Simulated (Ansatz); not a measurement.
The figure comes from a scan of Tl (hcp, Mg type): one Tl atom of a 4-atom cell moves by u along (0.71, 0.71, 0.00) and v along (0.00, 0.00, 1.00). Level of theory: PBE (plane waves to 420 eV, PAW, scalar-relativistic; Ansatz, an electronic-structure program). k mesh 6×12×7 (Γ-centred), Fermi-Dirac smearing 0.05 eV. Energies are smeared free energies. With partly filled bands, energies and forces of such displacements shift with the k mesh and the smearing. Spin-orbit coupling is left out, though Tl is heavy. The relaxed volume of Tl is well above the measured one; the method has no dispersion term. Tl was relaxed with its symmetry unable to fall. ΔE is measured from the undisplaced structure. Axes are in Å.

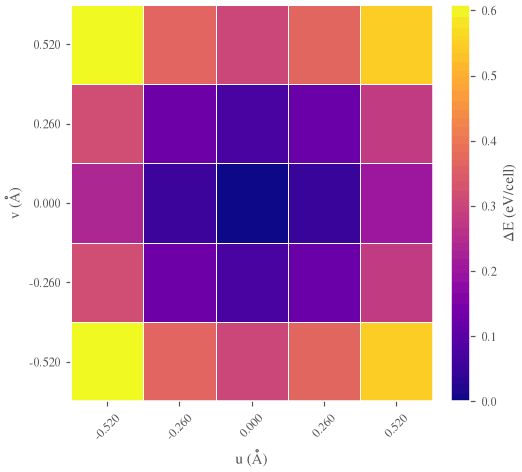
Figure: ΔE (eV/cell), one tile a computed point.

Task: Turn the plot into a table (rounded to what can be read).

Result: To the nearest 0.1:

ΔE (eV/cell), with u across and v down:

```tsv
v \ u	-0.520	-0.260	0.000	0.260	0.520
-0.520	0.6	0.4	0.3	0.4	0.5
-0.260	0.3	0.1	0.1	0.1	0.3
0.000	0.2	0.1	0.0	0.0	0.2
0.260	0.3	0.1	0.1	0.1	0.3
0.520	0.6	0.4	0.3	0.4	0.5
```

(For displaced atoms, the force is minus the slope of the energy, and its curvature is a force constant, which sets phonon frequencies.)
